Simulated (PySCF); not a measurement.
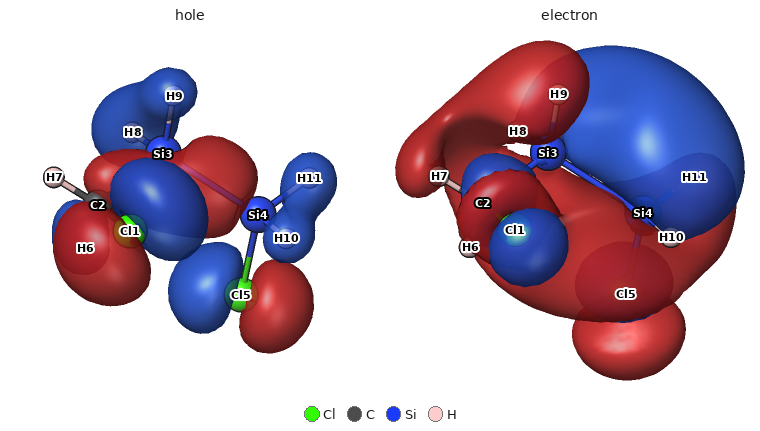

Figure 1: CH$_{6}$Cl$_{2}$Si$_{2}$, SMILES `ClC[SiH2][SiH2]Cl`. Leading natural transition orbital pair of S₂ (full linear response singlet states); the surfaces enclose about 85 % of each orbital's density.

Method: PBE0/6-31G*; geometry: GFN2-xTB; program: PySCF. No frequency check shows the geometry to be a minimum. GFN2-xTB bond lengths at metals and heavier atoms can be off by up to 0.1 Å and shapes distorted, which carries into these values. Without diffuse functions Rydberg states are missing, so the states' numbers hold for this basis only.

### Where does the state lie, and where do hole and electron sit?

6.58 eV (188 nm), f = 0.024; the leading pair carries 88 %; hole on Cl1 (36 %), Cl5 (19 %) and Si3 (16 %), electron on Si4 (32 %), Si3 (23 %) and Cl5 (13 %); their centroids lie 1.1 Å apart. In canonical orbitals it is mainly HOMO−1 → LUMO (69 %). The HOMO–LUMO gap is 7.53 eV.
